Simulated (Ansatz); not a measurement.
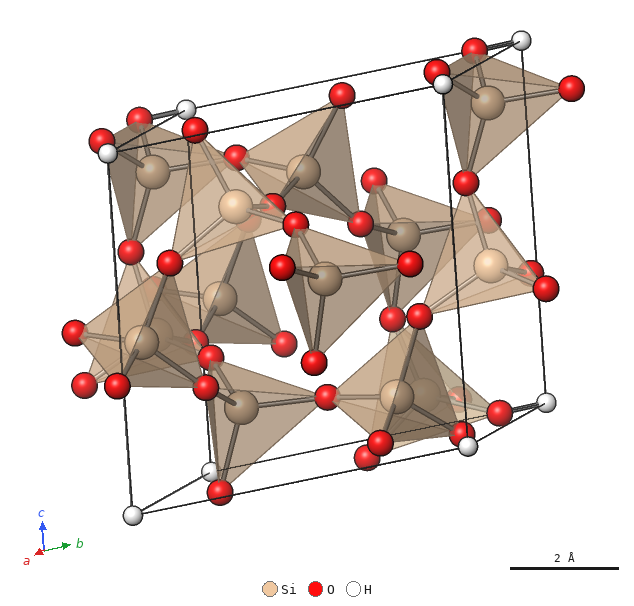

The crystal in a polyhedral representation, seen slightly off an axis. The simulation cell is drawn as a box. Some atoms of the next cells are drawn as well.

Describe the crystal.

The material is Si₉HO₁₈. Apart from translations it has no symmetry (space group P1). One cell contains 9 Si, 1 H, 18 O, 28 atoms in all. The polyhedra are SiO4 tetrahedra; they share corners. Si is surrounded by four O in a distorted tetrahedral arrangement at about 1.6 to 1.8 Å. The H atoms are each bonded to one O at about 1.0 Å. The bonds build a three-dimensional framework.

The starting point was a structure listed in the Materials Project, repeated into a supercell with a point defect put in. The atoms were relaxed in a fixed cell with Ansatz, DFT PBE, scalar-relativistic, plane waves, PAW.
